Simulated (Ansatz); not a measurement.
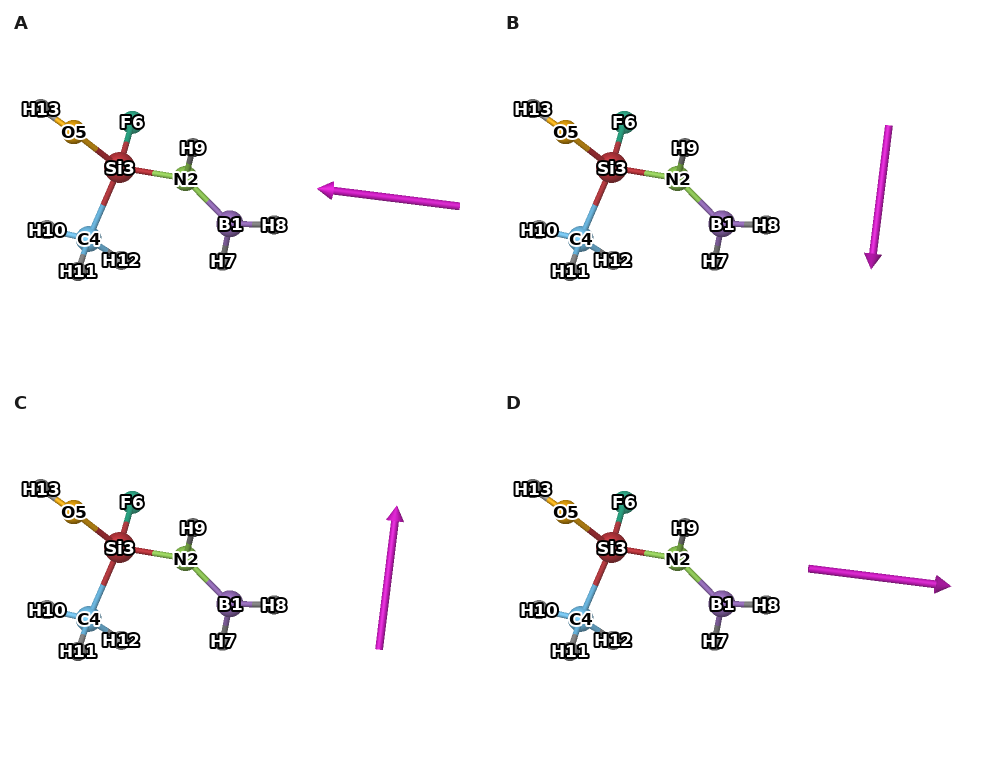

The same molecule four times, each with an arrow. Computed geometry: PBE0-D4/def2-TZVP optimisation. No frequency run is at hand to confirm it as a minimum. Properties computed with RKS r2SCAN-D4/def2-TZVPP (Ansatz 0.2.0).

**Which arrow points along the dipole moment, from the negative to the positive end?**

A. The dipole moment is 1.88 D; it points from the side of H8 to the side of H13 (the outermost atoms at the two ends).
